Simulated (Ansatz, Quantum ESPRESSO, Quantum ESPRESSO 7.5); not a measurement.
# Conductance against width: vacuum gaps between two Na(100) faces

Aim: how the conductance falls as the barrier grows, for vacuum gaps between two Na(100) faces.

Program: Quantum ESPRESSO 7.5. Level of theory: plane-wave DFT, LDA, GBRV ultrasoft pseudopotentials (cross-check by Ansatz 0.2.0 with PAW datasets). Results are calculated unless marked as measured.

## 1. The structure

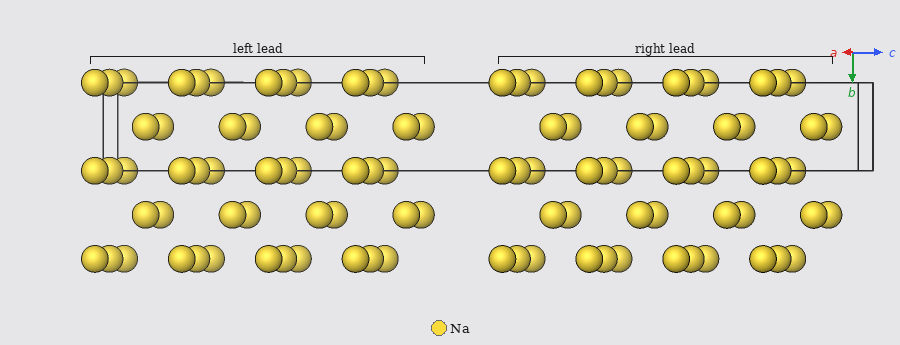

The cell as given, from the side, with the c axis across the page (sodium yellow). 2×2×1 cells are drawn. Some periodic images of atoms are drawn too.

The cell holds 16 atoms: 16 Na. Cell: a = 4.200 Å, b = 4.200 Å, c = 36.500 Å, α = 90.0°, β = 90.0°, γ = 90.0°. It derives from Na. Regions: left lead, 8 atoms (8 Na); right lead, 8 atoms (8 Na). The structure is stacked along c, and the current runs across the ab planes.

## 2. Self-consistent run, 5 Å

One periodic cell holds a stretch of lead, the junction and more lead; the atoms stay as built.

j0.scf.in

```
&control
  prefix = 'j0.scf'
  outdir = './out'
  pseudo_dir = './pseudo'
  calculation = 'scf'
  tprnfor = .true.
/
&system
  ibrav = 0
  nat = 16
  ntyp = 1
  ecutwfc = 40
  ecutrho = 200
  occupations = 'smearing'
  smearing = 'mv'
  degauss = 0.01
/
&electrons
  conv_thr = 1e-07
  mixing_beta = 0.25
  electron_maxstep = 120
  mixing_mode = 'local-TF'
/
ATOMIC_SPECIES
  Na  22.9898  na_lda_v1.5.uspp.F.UPF
CELL_PARAMETERS angstrom
  4.20000000000000 0.00000000000000 0.00000000000000
  0.00000000000000 4.20000000000000 0.00000000000000
  0.00000000000000 0.00000000000000 36.50000000000000
ATOMIC_POSITIONS crystal
  Na  0.000000000000 0.000000000000 0.000000000000
  Na  0.500000000000 0.500000000000 0.057534246575
  Na  0.000000000000 0.000000000000 0.115068493151
  Na  0.500000000000 0.500000000000 0.172602739726
  Na  0.000000000000 0.000000000000 0.230136986301
  Na  0.500000000000 0.500000000000 0.287671232877
  Na  0.000000000000 0.000000000000 0.345205479452
  Na  0.500000000000 0.500000000000 0.402739726027
  Na  0.000000000000 0.000000000000 0.539726027397
  Na  0.500000000000 0.500000000000 0.597260273973
  Na  0.000000000000 0.000000000000 0.654794520548
  Na  0.500000000000 0.500000000000 0.712328767123
  Na  0.000000000000 0.000000000000 0.769863013699
  Na  0.500000000000 0.500000000000 0.827397260274
  Na  0.000000000000 0.000000000000 0.884931506849
  Na  0.500000000000 0.500000000000 0.942465753425
K_POINTS automatic
  6 6 1 0 0 0
```

The run is started by

```bash
> OMP_NUM_THREADS=1 mpirun -n 4 pw.x -nk 2 -in j0.scf.in > j0.scf.out
```

What it wrote:

```text
Program PWSCF v.7.5 starts
[citation notice left out]

     Parallel version (MPI & OpenMP), running on       4 processor cores
     Number of MPI processes:                 4
     Threads/MPI process:                     1

     MPI processes distributed on     1 nodes
[...]
Current dimensions of program PWSCF are:
     Max number of different atomic species (ntypx) = 10
     Max number of k-points (npk) =  40000
     Max angular momentum in pseudopotentials (lmaxx) =  4
     Message from routine setup:
     using ibrav=0 with symmetry is DISCOURAGED, use correct ibrav instead

     K-points division:     npool     =       2
     R & G space division:  proc/nbgrp/npool/nimage =       2
     Subspace diagonalization in iterative solution of the eigenvalue problem:
     a serial algorithm will be used

     Parallelization info
     --------------------
     sticks:   dense  smooth     PW     G-vecs:    dense   smooth      PW
     Min         498     396    120               103702    74172   12030
     Max         499     397    121               103717    74201   12049
     Sum         997     793    241               207419   148373   24079

     Using Slab Decomposition

     bravais-lattice index     =            0
     lattice parameter (alat)  =       7.9368  a.u.
     unit-cell volume          =    4344.9826 (a.u.)^3
     number of atoms/cell      =           16
     number of atomic types    =            1
     number of electrons       =       144.00
     number of Kohn-Sham states=           86
     kinetic-energy cutoff     =      40.0000  Ry
     charge density cutoff     =     200.0000  Ry
     scf convergence threshold =      1.0E-07
     mixing beta               =       0.2500
     number of iterations used =            8  local-TF  mixing
     Exchange-correlation=  SLA  PZ   NOGX NOGC
                           (   1   1   0   0   0   0   0)

     celldm(1)=   7.936850  celldm(2)=   0.000000  celldm(3)=   0.000000
     celldm(4)=   0.000000  celldm(5)=   0.000000  celldm(6)=   0.000000

     crystal axes: (cart. coord. in units of alat)
               a(1) = (   1.000000   0.000000   0.000000 )
               a(2) = (   0.000000   1.000000   0.000000 )
               a(3) = (   0.000000   0.000000   8.690476 )

     reciprocal axes: (cart. coord. in units 2 pi/alat)
               b(1) = (  1.000000  0.000000  0.000000 )
               b(2) = (  0.000000  1.000000  0.000000 )
               b(3) = (  0.000000  0.000000  0.115068 )

     PseudoPot. # 1 for Na read from file:
     ./pseudo/na_lda_v1.5.uspp.F.UPF
     Pseudo is Ultrasoft, Zval =  9.0
     Generated by new atomic code, or converted to UPF format
     Using radial grid of  819 points,  5 beta functions with:
                l(1) =   0
                l(2) =   0
                l(3) =   1
                l(4) =   1
                l(5) =   2
     Q(r) pseudized with  8 coefficients,  rinner =    1.250   1.250   1.250
                                                       1.250   1.250

     atomic species   valence    mass     pseudopotential
     Na                9.00    22.98980     Na( 1.00)

      8 Sym. Ops. (no inversion) found

   Cartesian axes

     site n.     atom                  positions (alat units)
         1        Na     tau(   1) = (   0.0000000   0.0000000   0.0000000  )
         2        Na     tau(   2) = (   0.5000000   0.5000000   0.5000000  )
         3        Na     tau(   3) = (   0.0000000   0.0000000   1.0000000  )
         4        Na     tau(   4) = (   0.5000000   0.5000000   1.5000000  )
         5        Na     tau(   5) = (   0.0000000   0.0000000   2.0000000  )
         6        Na     tau(   6) = (   0.5000000   0.5000000   2.5000000  )
         7        Na     tau(   7) = (   0.0000000   0.0000000   3.0000000  )
         8        Na     tau(   8) = (   0.5000000   0.5000000   3.5000000  )
         9        Na     tau(   9) = (   0.0000000   0.0000000   4.6904762  )
        10        Na     tau(  10) = (   0.5000000   0.5000000   5.1904762  )
        11        Na     tau(  11) = (   0.0000000   0.0000000   5.6904762  )
        12        Na     tau(  12) = (   0.5000000   0.5000000   6.1904762  )
        13        Na     tau(  13) = (   0.0000000   0.0000000   6.6904762  )
        14        Na     tau(  14) = (   0.5000000   0.5000000   7.1904762  )
        15        Na     tau(  15) = (   0.0000000   0.0000000   7.6904762  )
        16        Na     tau(  16) = (   0.5000000   0.5000000   8.1904762  )

     number of k points=    10  Marzari-Vanderbilt smearing, width (Ry)=  0.0100
                       cart. coord. in units 2pi/alat
        k(    1) = (   0.0000000   0.0000000   0.0000000), wk =   0.0555556
        k(    2) = (   0.0000000   0.1666667   0.0000000), wk =   0.2222222
        k(    3) = (   0.0000000   0.3333333   0.0000000), wk =   0.2222222
        k(    4) = (   0.0000000  -0.5000000   0.0000000), wk =   0.1111111
        k(    5) = (   0.1666667   0.1666667   0.0000000), wk =   0.2222222
        k(    6) = (   0.1666667   0.3333333   0.0000000), wk =   0.4444444
        k(    7) = (   0.1666667  -0.5000000   0.0000000), wk =   0.2222222
        k(    8) = (   0.3333333   0.3333333   0.0000000), wk =   0.2222222
        k(    9) = (   0.3333333  -0.5000000   0.0000000), wk =   0.2222222
        k(   10) = (  -0.5000000  -0.5000000   0.0000000), wk =   0.0555556

     Dense  grid:   207419 G-vectors     FFT dimensions: (  36,  36, 320)

     Smooth grid:   148373 G-vectors     FFT dimensions: (  32,  32, 288)

     Estimated max dynamical RAM per process >     281.56 MB

     Estimated total dynamical RAM >       1.05 GB

     Initial potential from superposition of free atoms

     starting charge     143.9117, renormalised to     144.0000
     Starting wfcs are   80 randomized atomic wfcs +    6 random wfcs

     total cpu time spent up to now is        2.2 secs

     per-process dynamical memory:   150.3 Mb

     Self-consistent Calculation

     iteration #  1     ecut=    40.00 Ry     beta= 0.25
     Davidson diagonalization with overlap
     ethr =  1.00E-02,  avg # of iterations =  5.3

     Threshold (ethr) on eigenvalues was too large:
     Diagonalizing with lowered threshold

     Davidson diagonalization with overlap
     ethr =  3.65E-04,  avg # of iterations =  4.8

     total cpu time spent up to now is       16.2 secs

     total energy              =   -1522.05556885 Ry
     estimated scf accuracy    <       0.53392538 Ry

     iteration #  2     ecut=    40.00 Ry     beta= 0.25
[...]
estimated scf accuracy    <       0.00000100 Ry

     iteration # 11     ecut=    40.00 Ry     beta= 0.25
[...]
total energy              =   -1522.03873984 Ry
     estimated scf accuracy    <       0.00000011 Ry

     iteration # 12     ecut=    40.00 Ry     beta= 0.25
[...]
End of self-consistent calculation

          k = 0.0000 0.0000 0.0000 ( 18411 PWs)   bands (ev):

   -51.7244 -51.7244 -51.3774 -51.3774 -51.3715 -51.3715 -51.3691 -51.3690
   -51.3558 -51.3558 -51.3449 -51.3440 -51.3440 -51.3430 -51.2982 -51.2982
   -24.2249 -24.2248 -24.2157 -24.2157 -24.2157 -24.2157 -23.8859 -23.8859
   -23.8827 -23.8827 -23.8827 -23.8827 -23.8739 -23.8739 -23.8699 -23.8699
   -23.8699 -23.8699 -23.8654 -23.8654 -23.8627 -23.8626 -23.8624 -23.8624
   -23.8624 -23.8624 -23.8612 -23.8612 -23.8594 -23.8594 -23.8523 -23.8474
   -23.8474 -23.8459 -23.8425 -23.8421 -23.8421 -23.8401 -23.8401 -23.8356
   -23.8339 -23.8339 -23.8010 -23.8009 -23.7951 -23.7951 -23.7951 -23.7951
    -2.1368  -2.0468  -1.9144  -1.6816  -1.4366  -1.0690  -0.7776  -0.2204
     0.0570   0.8324   1.0207   2.0729   2.1529   3.4620   3.5066   4.9560
     5.0350   5.7355   5.8207   5.9955   5.9957   6.0703

          k = 0.0000 0.1667 0.0000 ( 18514 PWs)   bands (ev):

   -51.7243 -51.7243 -51.3773 -51.3773 -51.3715 -51.3715 -51.3691 -51.3690
   -51.3557 -51.3557 -51.3448 -51.3440 -51.3440 -51.3431 -51.2982 -51.2981
   -24.2248 -24.2247 -24.2170 -24.2170 -24.2155 -24.2155 -23.8869 -23.8869
   -23.8852 -23.8852 -23.8814 -23.8814 -23.8735 -23.8735 -23.8707 -23.8707
   -23.8698 -23.8698 -23.8650 -23.8649 -23.8646 -23.8639 -23.8634 -23.8634
   -23.8631 -23.8630 -23.8623 -23.8622 -23.8598 -23.8584 -23.8507 -23.8499
   -23.8468 -23.8442 -23.8437 -23.8422 -23.8413 -23.8412 -23.8407 -23.8352
   -23.8348 -23.8344 -23.8005 -23.8005 -23.7961 -23.7961 -23.7954 -23.7953
    -1.8927  -1.8031  -1.6713  -1.4395  -1.1955  -0.8294  -0.5392   0.0159
     0.2920   1.0643   1.2507   2.2950   2.3724   3.5624   3.5952   3.6412
     3.8182   4.0248   4.1787   4.3573   4.6914   4.9663

          k = 0.0000 0.3333 0.0000 ( 18524 PWs)   bands (ev):

   -51.7243 -51.7243 -51.3771 -51.3771 -51.3715 -51.3715 -51.3691 -51.3690
   -51.3556 -51.3556 -51.3444 -51.3440 -51.3440 -51.3434 -51.2981 -51.2981
   -24.2246 -24.2246 -24.2196 -24.2196 -24.2153 -24.2153 -23.8896 -23.8896
   -23.8888 -23.8888 -23.8780 -23.8780 -23.8745 -23.8744 -23.8713 -23.8713
   -23.8700 -23.8699 -23.8683 -23.8680 -23.8657 -23.8657 -23.8654 -23.8648
   -23.8645 -23.8642 -23.8634 -23.8634 -23.8564 -23.8559 -23.8525 -23.8505
   -23.8455 -23.8451 -23.8436 -23.8426 -23.8422 -23.8415 -23.8409 -23.8386
   -23.8345 -23.8344 -23.7998 -23.7998 -23.7981 -23.7981 -23.7959 -23.7959
    -1.1671  -1.0786  -0.9486  -0.7196  -0.4784  -0.1167   0.1702   0.7180
     0.9906   1.6423   1.7261   1.7413   1.8544   1.9183   2.0589   2.2774
     2.6637   2.9402   3.0839   3.1301   3.5102   3.7714

          k = 0.0000-0.5000 0.0000 ( 18508 PWs)   bands (ev):

   -51.7243 -51.7243 -51.3770 -51.3770 -51.3715 -51.3715 -51.3691 -51.3690
   -51.3555 -51.3555 -51.3440 -51.3440 -51.3439 -51.3439 -51.2981 -51.2981
   -24.2245 -24.2245 -24.2209 -24.2208 -24.2152 -24.2151 -23.8907 -23.8907
   -23.8907 -23.8907 -23.8756 -23.8756 -23.8753 -23.8753 -23.8712 -23.8712
   -23.8710 -23.8710 -23.8698 -23.8698 -23.8670 -23.8670 -23.8662 -23.8662
   -23.8640 -23.8640 -23.8639 -23.8639 -23.8543 -23.8543 -23.8529 -23.8529
   -23.8440 -23.8440 -23.8430 -23.8430 -23.8425 -23.8425 -23.8413 -23.8413
   -23.8344 -23.8344 -23.7995 -23.7995 -23.7990 -23.7990 -23.7961 -23.7961
     0.0212   0.0212   0.1076   0.1076   0.2350   0.2350   0.4588   0.4588
     0.6967   0.6967   1.0497   1.0497   1.3332   1.3332   1.8268   1.8268
     2.2081   2.2081   2.9235   2.9235   3.1389   3.1389

          k = 0.1667 0.1667 0.0000 ( 18521 PWs)   bands (ev):

   -51.7243 -51.7243 -51.3772 -51.3772 -51.3715 -51.3715 -51.3691 -51.3690
   -51.3557 -51.3556 -51.3447 -51.3440 -51.3440 -51.3432 -51.2981 -51.2981
   -24.2247 -24.2246 -24.2168 -24.2168 -24.2168 -24.2168 -23.8869 -23.8869
   -23.8848 -23.8848 -23.8840 -23.8840 -23.8728 -23.8727 -23.8712 -23.8711
   -23.8701 -23.8701 -23.8661 -23.8661 -23.8648 -23.8636 -23.8635 -23.8634
   -23.8629 -23.8629 -23.8628 -23.8624 -23.8613 -23.8606 -23.8501 -23.8490
   -23.8486 -23.8441 -23.8435 -23.8432 -23.8432 -23.8407 -23.8403 -23.8359
   -23.8352 -23.8341 -23.8004 -23.8004 -23.7965 -23.7965 -23.7960 -23.7960
    -1.6498  -1.5605  -1.4293  -1.1984  -0.9554  -0.5908  -0.3017   0.2512
     0.5261   1.2949   1.4797   2.5156   2.5908   3.6610   3.7406   3.7655
     3.8190   3.8607   4.0686   4.1204   4.3005   4.3043

          k = 0.1667 0.3333 0.0000 ( 18592 PWs)   bands (ev):

   -51.7243 -51.7243 -51.3771 -51.3771 -51.3715 -51.3715 -51.3690 -51.3690
   -51.3556 -51.3555 -51.3443 -51.3440 -51.3440 -51.3435 -51.2981 -51.2981
   -24.2244 -24.2244 -24.2194 -24.2194 -24.2166 -24.2166 -23.8888 -23.8888
   -23.8878 -23.8878 -23.8827 -23.8827 -23.8732 -23.8732 -23.8716 -23.8716
   -23.8703 -23.8703 -23.8672 -23.8671 -23.8667 -23.8665 -23.8656 -23.8643
   -23.8643 -23.8639 -23.8632 -23.8632 -23.8610 -23.8592 -23.8520 -23.8490
   -23.8478 -23.8459 -23.8444 -23.8442 -23.8412 -23.8410 -23.8406 -23.8376
   -23.8354 -23.8348 -23.8002 -23.8001 -23.7981 -23.7981 -23.7966 -23.7966
    -0.9274  -0.8393  -0.7098  -0.4817  -0.2413   0.1187   0.4047   0.9499
     1.2215   1.8667   1.9498   1.9670   2.0772   2.1423   2.2800   2.4969
     2.8828   3.1604   3.2949   3.3385   3.7229   3.9858

[...]
the Fermi energy is     1.0864 ev

!    total energy              =   -1522.03873987 Ry
     estimated scf accuracy    <       0.00000002 Ry
     smearing contrib. (-TS)   =      -0.00038918 Ry
     internal energy E=F+TS    =   -1522.03835069 Ry

     The total energy is F=E-TS. E is the sum of the following terms:
     one-electron contribution =   -1732.34533635 Ry
     hartree contribution      =     867.51106634 Ry
     xc contribution           =    -222.33334561 Ry
     ewald contribution        =    -434.87073507 Ry

     convergence has been achieved in  12 iterations

     Forces acting on atoms (cartesian axes, Ry/au):

     atom    1 type  1   force =     0.00000000    0.00000000    0.00026247
     atom    2 type  1   force =     0.00000000    0.00000000   -0.00061346
     atom    3 type  1   force =     0.00000000    0.00000000    0.00115176
     atom    4 type  1   force =     0.00000000    0.00000000   -0.00059670
     atom    5 type  1   force =     0.00000000    0.00000000   -0.00064200
     atom    6 type  1   force =     0.00000000    0.00000000    0.00024182
     atom    7 type  1   force =     0.00000000    0.00000000   -0.00056525
     atom    8 type  1   force =     0.00000000    0.00000000   -0.00040188
     atom    9 type  1   force =     0.00000000    0.00000000    0.00040472
     atom   10 type  1   force =     0.00000000    0.00000000    0.00057241
     atom   11 type  1   force =     0.00000000    0.00000000   -0.00023720
     atom   12 type  1   force =     0.00000000    0.00000000    0.00064399
     atom   13 type  1   force =     0.00000000    0.00000000    0.00058437
     atom   14 type  1   force =     0.00000000    0.00000000   -0.00115112
     atom   15 type  1   force =     0.00000000    0.00000000    0.00060253
     atom   16 type  1   force =     0.00000000    0.00000000   -0.00025647

     Total force =     0.002477     Total SCF correction =     0.000326
     SCF correction compared to forces is large: reduce conv_thr to get better values

[...]
=------------------------------------------------------------------------------=
   JOB DONE.
=------------------------------------------------------------------------------=
```

The job ended after 87 s (4 MPI ranks of Arm Neoverse V2, shared host; peak memory 1.1 GiB; 5.8 min of CPU time).

This step gave:

- free energy: -20708.3920 eV
- Fermi energy: 1.086 eV

The run needed 12 iterations to bring the estimated error under 1e-07 Ry; the largest force on any atom, held or free, is 0.03 eV/Å.

(Continued in part 2 of 5.)

[Logs are printed without paths, hosts, clocks, repeated set-up lines and the standing remarks that a program may print on its own settings, such as how far it seeks lower states.]

[Hosts, paths, dates, database ids (printed as entryN), source tags and the programs' standing remarks are cut or masked in the printed files.]

[Maps of the electrostatic potential energy from Ansatz leave out the sawtooth potential of an applied field or a dipole correction, so their vacuum need not be flat; planar profiles and work functions include it.]
